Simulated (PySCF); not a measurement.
# WOF3: from a template to the relaxed complex

Aim: find the relaxed shape of WOF3 and read charges and levels. It is a constructed species; whether it can be made isn't addressed.

Computed with PySCF 2.14.0. Level: r2SCAN, W def2-SVP with ECP60, O def2-SVP, F def2-SVP; scalar-relativistic core potentials, no spin–orbit coupling.

5 further runs of the same task are left out: 2 for a known fault of the program, 1 that didn't finish, 2 set aside as unsound or not needed. Runs told in other sessions of the task aren't counted.

## (1) The system as given

5 atoms, charge 0, spin multiplicity 2.

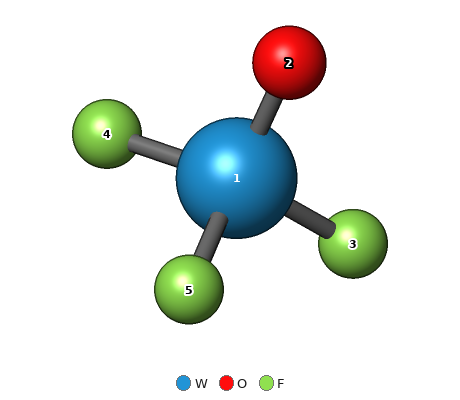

Start geometry, drawn with tungsten blue, oxygen red, fluorine green; atoms are numbered from 1 in the order of the file.

Geometry (Å):

```csv
atom,x (Å),y (Å),z (Å)
W1,0.00000,0.00000,0.00000
O2,0.87160,0.87160,0.87160
F3,-1.00300,-1.00300,1.00300
F4,1.00300,-1.00300,-1.00300
F5,-1.00300,1.00300,-1.00300
```

Formal oxidation states: W +5.

## (2) SCF at the start, doublet

The input, run.py (the lines that set the calculation):

```python
mol = gto.M(atom='''
W      0.00000     0.00000     0.00000
O      0.87160     0.87160     0.87160
F     -1.00300    -1.00300     1.00300
F      1.00300    -1.00300    -1.00300
F     -1.00300     1.00300    -1.00300''',
    basis={'W': 'def2-SVP', 'O': 'def2-SVP', 'F': 'def2-SVP'},
    ecp={'W': 'def2-SVP'},
    charge=0, spin=1)
mf = dft.UKS(mol, xc='R2SCAN')
mf.grids.atom_grid = (50, 194)
mf = mf.density_fit()  # fitting sets: W def2-universal-JKFIT, O def2-universal-JKFIT, F def2-universal-JKFIT
mf.conv_tol = 1e-08; mf.max_cycle = 55
mf.kernel(dm0)  # dm0: free metal ions and neutral atoms
```

The run is started by

```
OMP_NUM_THREADS=2 python run.py
```

Log:

```text
init E= -457.67338629885
  HOMO = -0.0472103292909  LUMO = -0.0293539680333  gap/eV = 0.48590
cycle= 1 E= -438.799250483695  delta_E= 18.9  |g|= 2.84  |ddm|= 3.28
  HOMO = -0.034232860737  LUMO = -0.0320988950859  gap/eV = 0.05807
cycle= 2 E= -436.805819855643  delta_E= 1.99  |g|= 3.42  |ddm|= 4.77
  HOMO = -0.129158655674  LUMO = -0.115734692656  gap/eV = 0.36528
cycle= 3 E= -441.440747566979  delta_E= -4.63  |g|= 0.307  |ddm|= 3.78
  HOMO = -0.0510925283863  LUMO = -0.0219989551879  gap/eV = 0.79168
cycle= 4 E= -441.320416207969  delta_E= 0.12  |g|= 0.639  |ddm|= 0.749
  HOMO = -0.0783982910641  LUMO = -0.0459115066136  gap/eV = 0.88401
cycle= 5 E= -441.481268083144  delta_E= -0.161  |g|= 0.0524  |ddm|= 0.473
  HOMO = -0.0941682808538  LUMO = -0.0598225935755  gap/eV = 0.93459
cycle= 6 E= -441.482190685462  delta_E= -0.000923  |g|= 0.0173  |ddm|= 0.0714
  HOMO = -0.0912918206394  LUMO = -0.0560356151413  gap/eV = 0.95937
cycle= 7 E= -441.482324781048  delta_E= -0.000134  |g|= 0.0029  |ddm|= 0.0236
  HOMO = -0.0916426217552  LUMO = -0.0562308466727  gap/eV = 0.96360
cycle= 8 E= -441.482331655886  delta_E= -6.87e-06  |g|= 0.00168  |ddm|= 0.0149
  HOMO = -0.0916643797083  LUMO = -0.0561921569927  gap/eV = 0.96525
cycle= 9 E= -441.482334467487  delta_E= -2.81e-06  |g|= 0.000892  |ddm|= 0.00748
  HOMO = -0.0916621742735  LUMO = -0.0561614297866  gap/eV = 0.96602
cycle= 10 E= -441.482338632214  delta_E= -4.16e-06  |g|= 0.000831  |ddm|= 0.0155
  HOMO = -0.0916988061617  LUMO = -0.0561839471038  gap/eV = 0.96641
cycle= 11 E= -441.482344357853  delta_E= -5.73e-06  |g|= 0.000774  |ddm|= 0.0221
  HOMO = -0.091734406645  LUMO = -0.0562010450826  gap/eV = 0.96691
cycle= 12 E= -441.482352880568  delta_E= -8.52e-06  |g|= 0.000824  |ddm|= 0.0356
  HOMO = -0.0918200517556  LUMO = -0.056288902449  gap/eV = 0.96685
cycle= 13 E= -441.482367727569  delta_E= -1.48e-05  |g|= 0.000684  |ddm|= 0.0735
  HOMO = -0.0919164269502  LUMO = -0.0563961605896  gap/eV = 0.96656
cycle= 14 E= -441.482376977287  delta_E= -9.25e-06  |g|= 0.00065  |ddm|= 0.0662
  HOMO = -0.091674769249  LUMO = -0.0560576477636  gap/eV = 0.96919
cycle= 15 E= -441.482370599633  delta_E= 6.38e-06  |g|= 0.000693  |ddm|= 0.0486
  HOMO = -0.0920271845213  LUMO = -0.0565508357062  gap/eV = 0.96536
cycle= 16 E= -441.48238238664  delta_E= -1.18e-05  |g|= 0.00107  |ddm|= 0.147
  HOMO = -0.09188535636  LUMO = -0.056335021887  gap/eV = 0.96737
cycle= 17 E= -441.482382802315  delta_E= -4.16e-07  |g|= 0.0004  |ddm|= 0.00928
  HOMO = -0.0918202466894  LUMO = -0.0562392852381  gap/eV = 0.96821
cycle= 18 E= -441.482382977009  delta_E= -1.75e-07  |g|= 0.000146  |ddm|= 0.0066
  HOMO = -0.0918311411026  LUMO = -0.0562544842295  gap/eV = 0.96809
cycle= 19 E= -441.482383023414  delta_E= -4.64e-08  |g|= 0.000154  |ddm|= 0.00621
  HOMO = -0.0918054735883  LUMO = -0.0562159627657  gap/eV = 0.96844
cycle= 20 E= -441.482383045303  delta_E= -2.19e-08  |g|= 3.73e-05  |ddm|= 0.00579
  HOMO = -0.0917944446241  LUMO = -0.0562003854215  gap/eV = 0.96856
cycle= 21 E= -441.482383046771  delta_E= -1.47e-09  |g|= 1.51e-05  |ddm|= 0.00174
  HOMO = -0.0917962390864  LUMO = -0.0562042618808  gap/eV = 0.96851
Extra cycle  E= -441.482383046695  delta_E= 7.59e-11  |g|= 2.39e-05  |ddm|= 4.17e-05
converged SCF energy = -441.482383046695  <S^2> = 0.75210435  2S+1 = 2.0021032
```

It took 22 s on 2 threads of Arm Neoverse V1, shared host; peak memory 0.6 GiB.

Further starts and a stability analysis followed, whose logs aren't kept: the log above is the first start alone (where DIIS fails, smearing and a level shift add cycles). The lowest solution stands, and the values below are its own:

```csv
start,energy (Eh),cycles
ions,-441.482383,21
smeared,-441.482383,17
```

It gives: E = -441.482383 Eh, HOMO -2.50 eV, LUMO -1.94 eV (over both spins), ⟨S²⟩ = 0.752, Mulliken charge on W1 +1.16 e. 

## (3) Relaxation, doublet

Steps are kept in the start's point group, C3v.

The input, run.py (the lines that set the calculation):

```python
mol = gto.M(atom='''
W      0.01990     0.01990     0.01990
O      0.89150     0.89150     0.89150
F     -0.98310    -0.98310     1.02290
F      1.02290    -0.98310    -0.98310
F     -0.98310     1.02290    -0.98310''',
    basis={'W': 'def2-SVP', 'O': 'def2-SVP', 'F': 'def2-SVP'},
    ecp={'W': 'def2-SVP'},
    charge=0, spin=1)
mf = dft.UKS(mol, xc='R2SCAN')
mf.grids.atom_grid = (50, 194)
mf = mf.density_fit()  # fitting sets: W def2-universal-JKFIT, O def2-universal-JKFIT, F def2-universal-JKFIT
mf.conv_tol = 1e-08; mf.max_cycle = 55
mf.kernel(dm0)  # dm0: an SCF of this state at this start
# quasi-Newton relaxation in Cartesian coordinates to a largest gradient under 0.00045 Eh/bohr, steps kept in the point group
```

The run is started by

```
OMP_NUM_THREADS=2 python run.py
```

No log is kept here; the results follow.

It took 27 s on 2 threads of Arm Neoverse V1, shared host.

Along the way:

```csv
step,energy from step 1 (eV),largest force component (eV/Å)
1,0.0000,11.3907
2,-2.8978,2.6687
3,-3.0826,0.9839
4,-3.1154,0.1867
5,-3.1212,0.1377
6,-3.1243,0.0097
7,-3.1242,0.0026
```

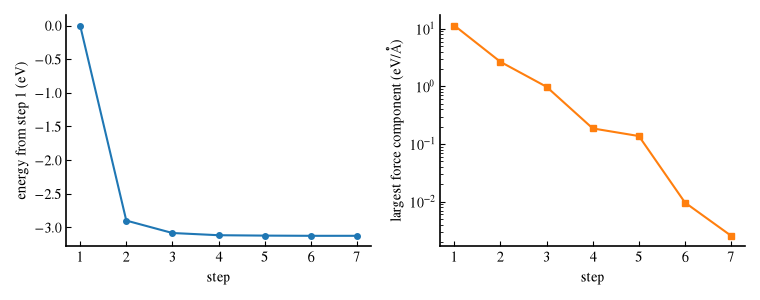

Energy and force, step by step.

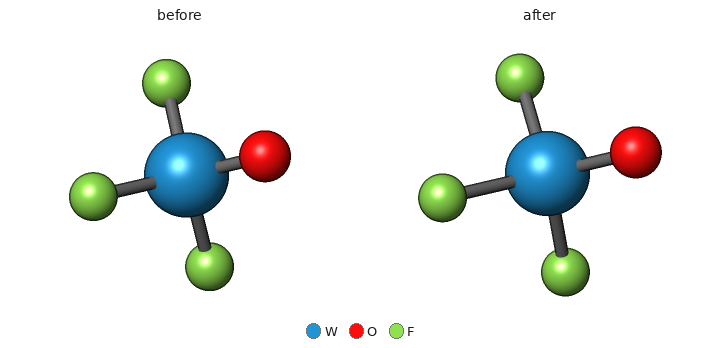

The geometry before (left) and after (right).

Close pairs (by a distance rule), those that changed most:

```csv
bond,before (Å),after (Å),change (Å)
W1–O2,1.510,1.701,+0.191
W1–F3,1.737,1.882,+0.145
W1–F4,1.737,1.882,+0.145
W1–F5,1.737,1.882,+0.145
```

It ends in C3v at E = -441.597195 Eh. A force that breaks the symmetry remains, so the constraint is released next.

```
W     0.05188    0.05188    0.05188
O     1.03380    1.03380    1.03380
F    -1.07978   -1.07978    1.04200
F     1.04200   -1.07978   -1.07978
F    -1.07978    1.04200   -1.07978
```

## (4) Released along the symmetry-breaking force

No symmetry is imposed.

The input, run.py (the lines that set the calculation):

```python
mol = gto.M(atom='''
W      0.05112     0.01137     0.05112
O      0.95517     1.09330     0.95517
F     -1.14386    -1.05971     0.97255
F      0.97255    -1.05971    -1.14386
F     -1.12780     1.08885    -1.12780''',
    basis={'W': 'def2-SVP', 'O': 'def2-SVP', 'F': 'def2-SVP'},
    ecp={'W': 'def2-SVP'},
    charge=0, spin=1)
mf = dft.UKS(mol, xc='R2SCAN')
mf.grids.atom_grid = (50, 194)
mf = mf.density_fit()  # fitting sets: W def2-universal-JKFIT, O def2-universal-JKFIT, F def2-universal-JKFIT
mf.conv_tol = 1e-08; mf.max_cycle = 55
mf.kernel(dm0)  # dm0: an SCF of this state at this start
# quasi-Newton relaxation in Cartesian coordinates to a largest gradient under 0.00045 Eh/bohr
```

The run is started by

```
OMP_NUM_THREADS=2 python run.py
```

No log is kept here; the results follow.

Wall time 28 s (2 threads of Arm Neoverse V1, shared host).

Along the way:

```csv
step,energy from step 1 (eV),largest force component (eV/Å)
1,0.0000,1.8657
2,-0.1977,0.4190
3,-0.2157,0.2592
4,-0.2195,0.0655
5,-0.2209,0.0516
6,-0.2219,0.0166
7,-0.2220,0.0082
```

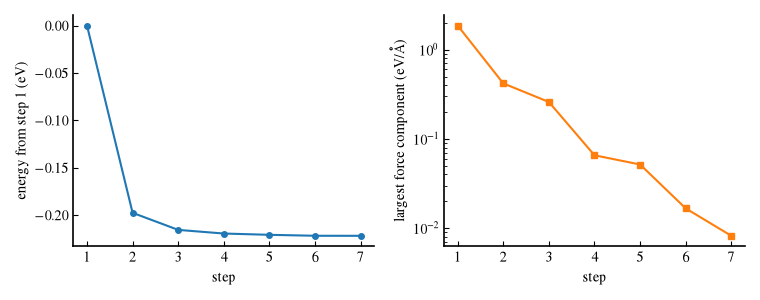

Energy and largest force along the relaxation.

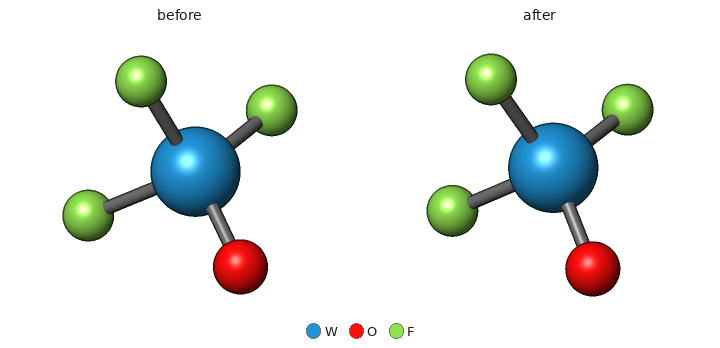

Before and after, at one scale.

Distances of close pairs at the start and the end, largest changes first:

```csv
bond,before (Å),after (Å),change (Å)
W1–F5,1.985,1.874,-0.111
W1–F4,1.850,1.885,+0.034
W1–F3,1.850,1.885,+0.034
W1–O2,1.675,1.696,+0.021
```

It ends in Cs at E = -441.604336 Eh.

```
W     0.0660   -0.0237    0.0660
O     0.9233    1.1626    0.9233
F    -1.2289   -1.0395    0.9841
F     0.9841   -1.0395   -1.2289
F    -1.0373    1.0143   -1.0373
```

## (5) Displaced along the imaginary mode

A run of the vibrations, not shown, found an unstable mode. No symmetry is imposed.

The input, run.py (the lines that set the calculation):

```python
mol = gto.M(atom='''
W      0.07556    -0.00038     0.03659
O      0.92289     1.18594     0.90373
F     -1.34174    -0.94673     0.89119
F      1.05716    -1.08560    -1.13587
F     -1.22403     1.03760    -0.87048''',
    basis={'W': 'def2-SVP', 'O': 'def2-SVP', 'F': 'def2-SVP'},
    ecp={'W': 'def2-SVP'},
    charge=0, spin=1)
mf = dft.UKS(mol, xc='R2SCAN')
mf.grids.atom_grid = (50, 194)
mf = mf.density_fit()  # fitting sets: W def2-universal-JKFIT, O def2-universal-JKFIT, F def2-universal-JKFIT
mf.conv_tol = 1e-08; mf.max_cycle = 55
mf.kernel(dm0)  # dm0: an SCF of this state at this start
# quasi-Newton relaxation in Cartesian coordinates to a largest gradient under 0.00045 Eh/bohr, steps kept in the point group
```

The run is started by

```
OMP_NUM_THREADS=2 python run.py
```

No log is kept here; the results follow.

Run time: 67 s. Hardware: 2 threads of Arm Neoverse V1, shared host.

Relaxation path:

```csv
step,energy from step 1 (eV),largest force component (eV/Å)
1,0.0000,0.6553
2,-0.0523,0.3925
3,-0.0884,0.2686
4,-0.0945,0.0987
5,-0.0988,0.1676
6,-0.1048,0.3492
7,-0.1104,0.4554
8,-0.1200,0.2811
9,-0.1344,0.1257
10,-0.1413,0.1432
11,-0.1456,0.0916
12,-0.1471,0.0884
13,-0.1480,0.0937
14,-0.1485,0.0507
15,-0.1486,0.0266
16,-0.1486,0.0081
```

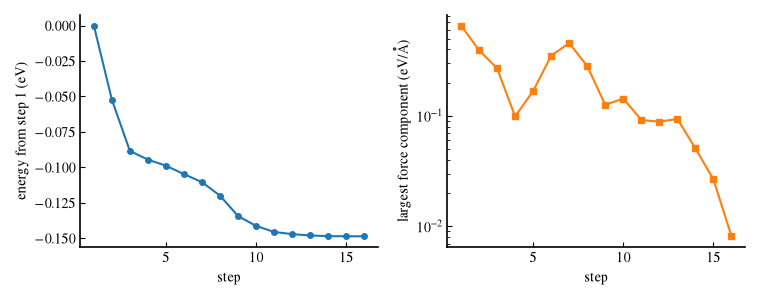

Energy and force, step by step.

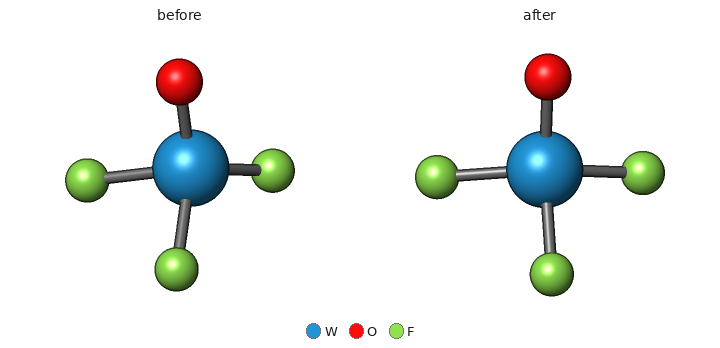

Before and after, at one scale.

Close pairs (by a distance rule), those that changed most:

```csv
bond,before (Å),after (Å),change (Å)
W1–F5,1.895,1.855,-0.040
W1–F3,1.906,1.884,-0.023
W1–F4,1.875,1.854,-0.021
W1–O2,1.696,1.702,+0.005
```

It ends in Cs at E = -441.613601 Eh.

```xyz
5
F3OW
W    -0.04624    0.09472   -0.05111
O     1.05239    1.17007    0.67828
F    -1.25259   -1.15750    0.67366
F     1.08815   -1.16887   -0.79593
F    -1.35187    1.25240   -0.67973
```

## (6) Charges, bond orders and levels

The input, run.py (the lines that set the calculation):

```python
mol = gto.M(atom='''
W     -0.04624     0.09472    -0.05111
O      1.05239     1.17007     0.67828
F     -1.25259    -1.15750     0.67366
F      1.08815    -1.16887    -0.79593
F     -1.35187     1.25240    -0.67973''',
    basis={'W': 'def2-SVP', 'O': 'def2-SVP', 'F': 'def2-SVP'},
    ecp={'W': 'def2-SVP'},
    charge=0, spin=1)
mf = dft.UKS(mol, xc='R2SCAN')
mf.grids.atom_grid = (75, 302)
mf = mf.density_fit()  # fitting sets: W def2-universal-JKFIT, O def2-universal-JKFIT, F def2-universal-JKFIT
mf.conv_tol = 1e-09; mf.max_cycle = 55
mf.kernel(dm0)  # dm0: the density of the relaxed state
```

The run is started by

```
OMP_NUM_THREADS=2 python run.py
```

Log:

```text
init E= -441.613933730013
  HOMO = -0.225195153273  LUMO = -0.143687276368  gap/eV = 2.21794
cycle= 1 E= -441.613934361566  delta_E= -6.32e-07  |g|= 0.00134  |ddm|= 0.00359
  HOMO = -0.225120717767  LUMO = -0.143635221218  gap/eV = 2.21733
cycle= 2 E= -441.613930365675  delta_E= 4e-06  |g|= 0.00348  |ddm|= 0.00312
  HOMO = -0.225095627339  LUMO = -0.143609889293  gap/eV = 2.21734
cycle= 3 E= -441.61393468422  delta_E= -4.32e-06  |g|= 0.000863  |ddm|= 0.00267
  HOMO = -0.225091609034  LUMO = -0.143599187559  gap/eV = 2.21752
cycle= 4 E= -441.613934958543  delta_E= -2.74e-07  |g|= 0.000218  |ddm|= 0.000655
  HOMO = -0.225122204737  LUMO = -0.143631532885  gap/eV = 2.21747
cycle= 5 E= -441.613934979716  delta_E= -2.12e-08  |g|= 1.96e-05  |ddm|= 0.000207
  HOMO = -0.225120153466  LUMO = -0.143629592079  gap/eV = 2.21747
cycle= 6 E= -441.613934979872  delta_E= -1.56e-10  |g|= 1.16e-05  |ddm|= 3.1e-05
  HOMO = -0.225120010148  LUMO = -0.143629640073  gap/eV = 2.21747
Extra cycle  E= -441.613934979647  delta_E= 2.25e-10  |g|= 2.76e-05  |ddm|= 2.92e-05
converged SCF energy = -441.613934979647  <S^2> = 0.7526237  2S+1 = 2.002622
```

Wall time 27 s (2 threads of Arm Neoverse V1, shared host).

It gives: E = -441.613935 Eh, HOMO -6.13 eV, LUMO -4.22 eV (over both spins), ⟨S²⟩ = 0.753, Mulliken charge on W1 +1.26 e, largest force component 0.043 eV/Å. 

Löwdin charges:

```csv
atom,value (e)
W1,0.48
O2,-0.11
F3,-0.15
F4,-0.11
F5,-0.11
```

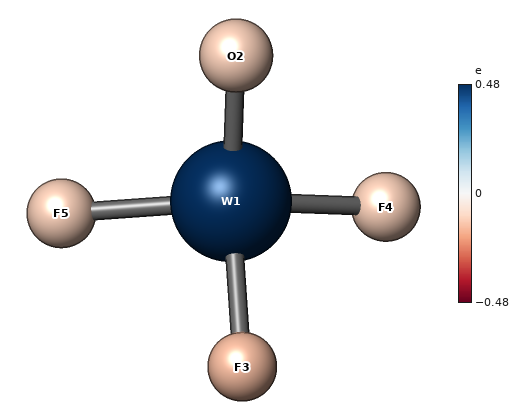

Löwdin charges, as colours on the atoms.

Mulliken charges: W1 +1.26, O2 -0.32, F3 -0.33, F4 -0.31, F5 -0.31 e. Spin: W1 +0.94.

Contacts (the nearest donor of each ligand) and Mayer bond orders:

```csv
contact,distance (Å),bond order
W1–O2 (O),1.702,2.21
W1–F3 (F),1.884,1.03
W1–F4 (F),1.854,1.07
W1–F5 (F),1.855,1.07
```

Mulliken populations of W1 outside the core potential: s 2.48, p 6.31, d 3.73, f 0.21.

The fields below are evaluated on a grid from the run's orbitals.

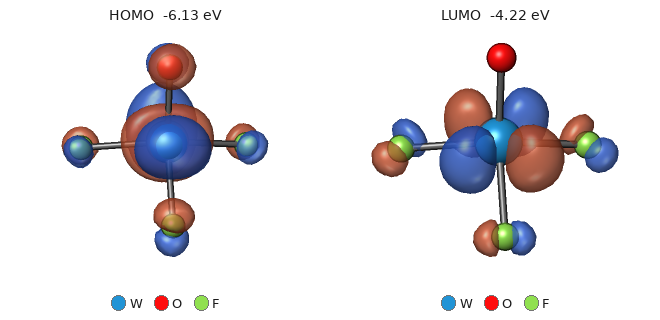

r2SCAN orbitals (alpha spin) near the gap, drawn at the value that encloses 70 % of each; the two colours are the two signs.

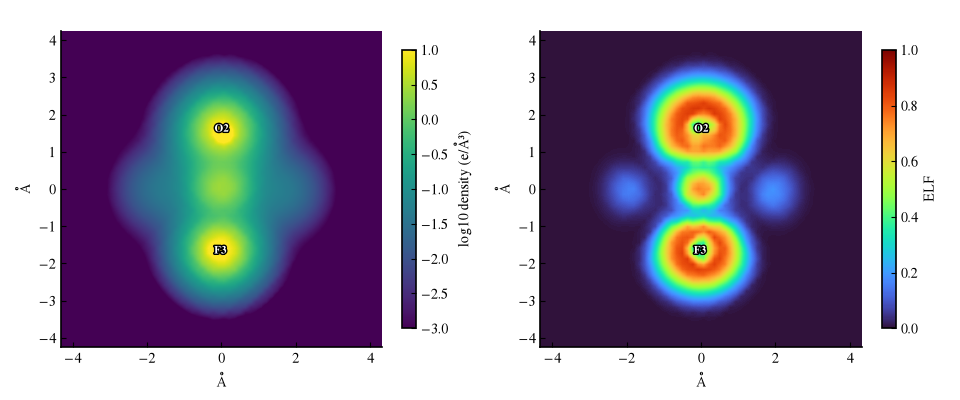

Density (left) and ELF (right) in a plane through or near 2 of the atoms.

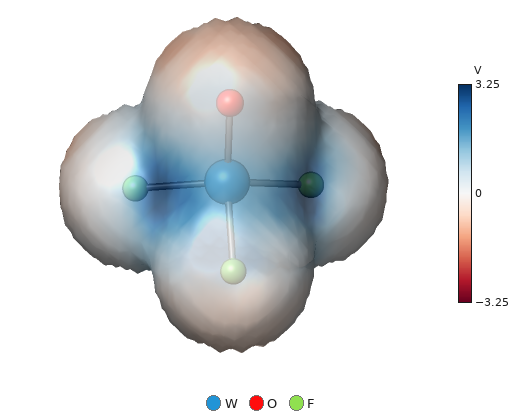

The potential that a unit positive charge feels on the 0.002 e/bohr³ surface, from -1.03 V near F4 to 3.25 V near W1.

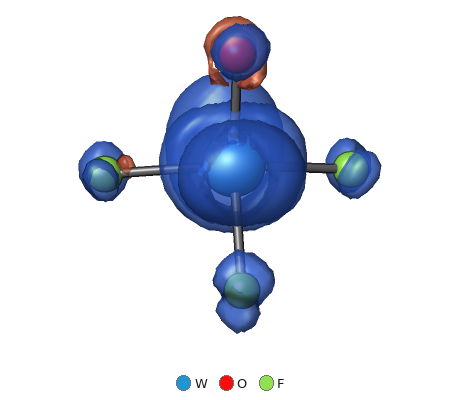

Spin density at ±0.03 e/Å³ (alpha excess blue, beta excess red).

## (7) What came out

```
             quantity                                           value
state and point group                                     doublet, Cs
metal–ligand contacts                                  1.70 to 1.88 Å
      frontier levels  HOMO -6.13 eV, LUMO -4.22 eV (over both spins)
               dipole                                          0.69 D
  mean polarisability                                          5.1 Å³
```

What this shows: The metal carries +0.48 e by Löwdin's partition against a formal +5, and bond orders to the nearest donors reach 2.21. Both measures hang on the basis. Leaving the first, C3v structure gained 0.45 eV and gave Cs. No vibrations are shown for the final structure, so this session doesn't show it to be a minimum. One start shape was tried, so another isomer may lie lower. These are double-zeta-type bases without diffuse functions. Spin–orbit coupling is left out for this open shell, where it can reorder the states. Open shells may have lower solutions than the one found.
